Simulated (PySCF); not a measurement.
## Electronic structure of C$_{3}$H$_{9}$NO$_{2}$Si (SMILES CO[SiH2]NC(C)=O) in real space

```yaml
atoms:
  - { symbol: C, position_ang: [-3.0716, -1.0422, 0.2381] }
  - { symbol: O, position_ang: [-1.7219, -0.7355, 0.3890] }
  - { symbol: Si, position_ang: [-0.8118, 0.1076, -0.6606] }
  - { symbol: N, position_ang: [0.6839, 0.0499, 0.2277] }
  - { symbol: C, position_ang: [1.7297, 0.6900, -0.3317] }
  - { symbol: C, position_ang: [3.0268, 0.6558, 0.4417] }
  - { symbol: O, position_ang: [1.5915, 1.2482, -1.4005] }
  - { symbol: H, position_ang: [-3.6633, -0.1356, 0.0965] }
  - { symbol: H, position_ang: [-3.2258, -1.6923, -0.6257] }
  - { symbol: H, position_ang: [-3.4072, -1.5545, 1.1401] }
  - { symbol: H, position_ang: [-0.6780, -0.5779, -1.9427] }
  - { symbol: H, position_ang: [-1.2835, 1.4822, -0.7969] }
  - { symbol: H, position_ang: [0.8000, -0.4181, 1.1119] }
  - { symbol: H, position_ang: [2.8792, 1.0823, 1.4320] }
  - { symbol: H, position_ang: [3.7856, 1.2238, -0.0887] }
  - { symbol: H, position_ang: [3.3587, -0.3747, 0.5535] }
```

Geometry: GFN2-xTB.

Computed with PBE0/pcSseg-1, SCF density, gas phase, non-relativistic in PySCF 2.14.0.

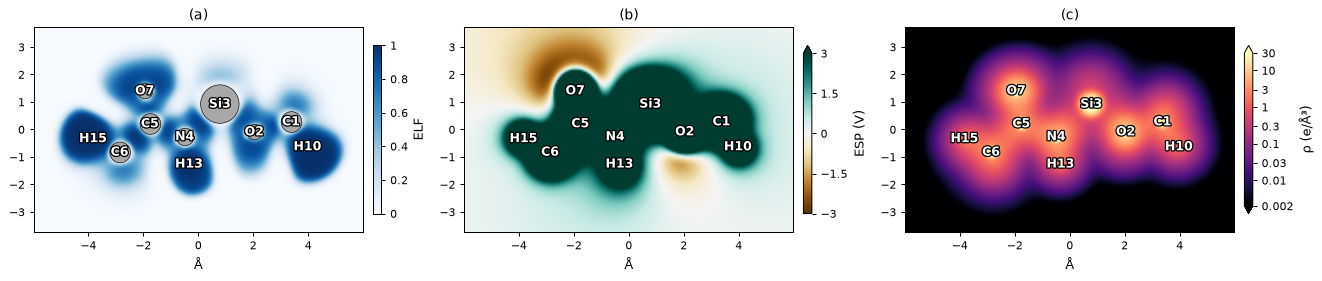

Figure 1. (a) ELF; (b) molecular electrostatic potential; (c) electron density on the plane of atoms N4, C5 and O7. Grey discs cover the atomic cores in the ELF map.

> Read the bonding off the picture.

The section cuts through C, O, Si, N and H sites.
C–O (1.21 Å): ρ at the midpoint is about 3.3 e/Å³; the ELF peaks at about 0.85 between the atoms; a multiple bond.
C–N (1.35 Å): ρ is about 2.4 e/Å³ halfway; the ELF peaks at about 0.90 between the atoms, as expected for localised, covalent bonding.
C–C (1.51 Å): the density is about 1.7 e/Å³ at the midpoint; the ELF peaks at about 0.95 between the atoms: localised, covalent bonding.
Si–O (1.62 Å): ρ at the midpoint is about 1.2 e/Å³; the ELF peaks at about 0.85 between the atoms (a short, strongly polar bond).
Si–N (1.74 Å): the density is about 1.1 e/Å³ at the midpoint; the ELF peaks at about 0.95 between the atoms, as expected for a shared but strongly polarised pair.
The ELF also peaks beside O2 and O7, away from the bonds: lone-pair regions.
Outside the dense part of the molecule the potential is most negative (−2.6 V) near O7.

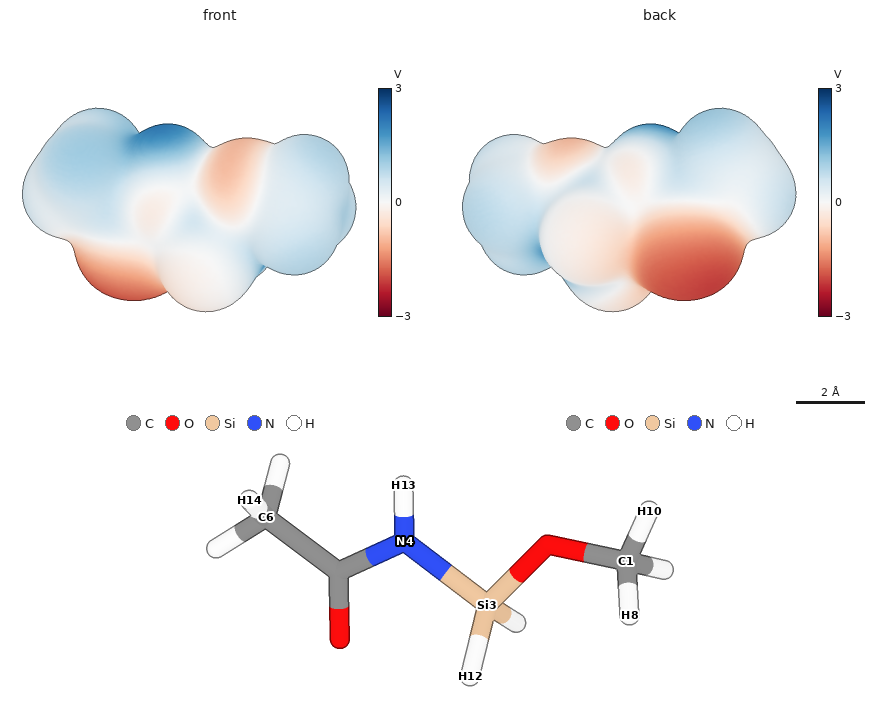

Figure 2. The molecular electrostatic potential painted on the density surface at 0.002 e/bohr³, seen from the front and from behind; red is negative and blue positive. The bare structure is drawn below in the same view.

> Where is the surface potential most negative and most positive?

The most negative region (about −2.0 V) lies over O7, the most positive (about +2.0 V) over H13. O7 is the likeliest acceptor of a hydrogen bond.

> What dipole moment does the calculation give?

Its dipole moment is 3.26 D.
